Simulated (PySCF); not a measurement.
**C5H12GeO3 (Ge(vinyl)(OMe)3): density, localisation and related maps**

Input file:

```
{"job": {"kind": "uv", "xc": "PBE0", "basis": "def2-SVPD", "ip": false, "nstates": 15}, "charge": 0, "multiplicity": 1}
Ge    -0.075136    -0.218339     0.204481
C      0.059013    -0.090715     2.113922
C      1.216855    -0.321640     2.739100
H     -0.836204     0.176025     2.687457
H      2.119400    -0.590168     2.180504
H      1.306455    -0.254502     3.829162
O      1.555391    -0.549851    -0.377197
C      1.778209    -0.874796    -1.726067
H      1.124891    -1.696669    -2.066569
H      2.825780    -1.195469    -1.837048
H      1.612783    -0.008437    -2.392314
O     -0.736414     1.247416    -0.547705
C     -0.128364     2.491735    -0.332481
H     -0.037964     2.741985     0.741838
H     -0.746445     3.270541    -0.807069
H      0.883831     2.545289    -0.774097
O     -1.105080    -1.500571    -0.425794
C     -2.464755    -1.315035    -0.719692
H     -3.089751    -1.322914     0.193046
H     -2.796778    -2.149031    -1.358084
H     -2.652488    -0.368864    -1.255004
```

Run with:

```sh
OMP_NUM_THREADS=2 python probes_run.py task.json out
```

Geometry: PBE0-D3(BJ)/def2-SVP.

All numbers below come from PBE0/def2-SVPD, SCF density, gas phase in PySCF 2.14.0.

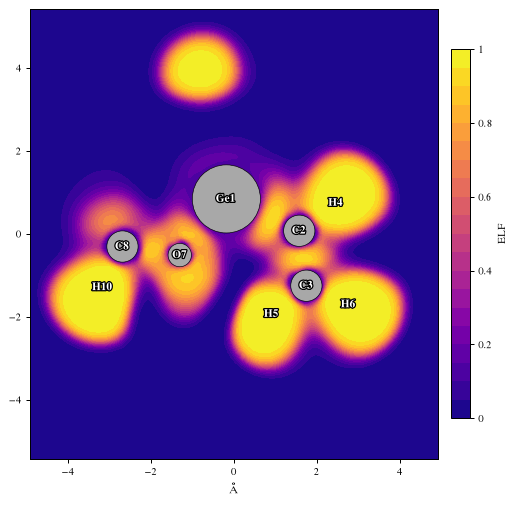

Figure 1. ELF on the plane of atoms C3, C2 and H4. Grey discs cover the atomic cores.

Describe what can be read from this map.

The plane passes through Ge, C, H and O nuclei. C–C (1.34 Å): the ELF peaks at about 0.95 between the atoms; a multiple bond. C–O (1.41 Å): the ELF peaks at about 0.90 between the atoms (a polar covalent bond). Ge–O (1.76 Å): the ELF peaks at about 0.85 in the valence shell of O, 0.6 Å from its nucleus, and is about 0.35 at the midpoint. C–Ge (1.92 Å): the ELF peaks at about 0.95 in the valence shell of C, 0.7 Å from its nucleus, and is about 0.70 at the midpoint. C–H (1.09 Å): the ELF climbs to about 1 towards the hydrogen, as it does in any bond to H (an ordinary covalent bond to hydrogen). The ELF also peaks beside O7, away from the bonds: lone-pair regions.

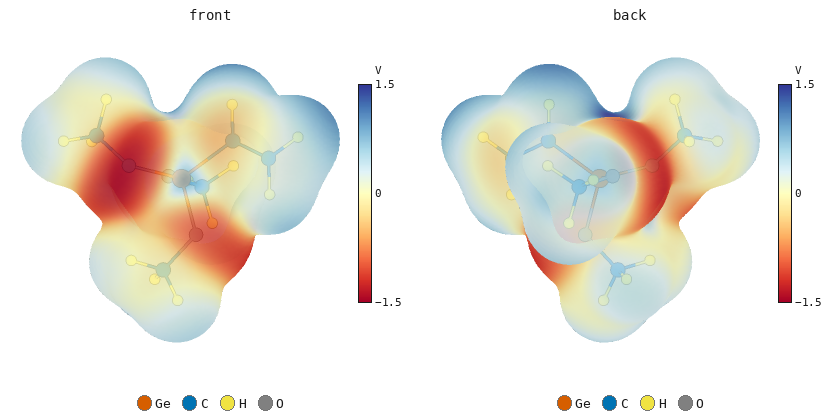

Figure 2. The electrostatic potential painted on the density surface at 0.002 e/bohr³, seen from the front and from behind; the colour scale runs from red (negative) to blue (positive).

Describe the electrostatic potential map.

The most negative region (about −1.4 V, or −32 kcal/mol for a unit charge) lies over O17, the most positive (about +1.3 V, or +30 kcal/mol for a unit charge) over Ge1. O17 is the likeliest acceptor of a hydrogen bond.
